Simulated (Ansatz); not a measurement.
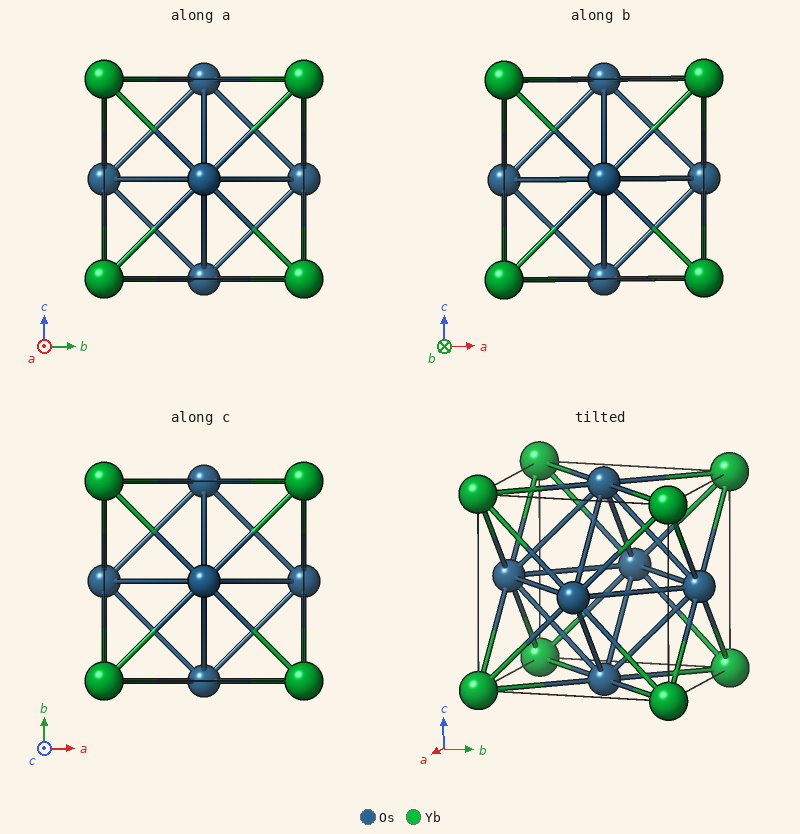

Crystal structure, ball-and-stick style, seen along the a axis, along the b axis, along the c axis and slightly off an axis. One unit cell is framed, with atoms on its boundary repeated.

Lattice parameters: a = 3.963 Å, b = 3.963 Å, c = 3.963 Å, α = 90.00°, β = 89.43°, γ = 90.00°. Put a along x and b in the xy plane.

**Record the structure as a POSCAR file.**

```
Os Yb
1.0
     3.963    0.000    0.000
     0.000    3.963    0.000
     0.040    0.000    3.963
Os Yb
3 1
Direct
  0.0000 0.5000 0.5000
  0.5000 0.5000 0.0000
  0.5000 0.0000 0.5000
  0.0000 0.0000 0.0000
```

The initial geometry was a structure type filled with these elements by a generator (whether the compound takes this form wasn't checked). The cell was then strained or its atoms displaced on purpose. A calculation with Ansatz used it as input.
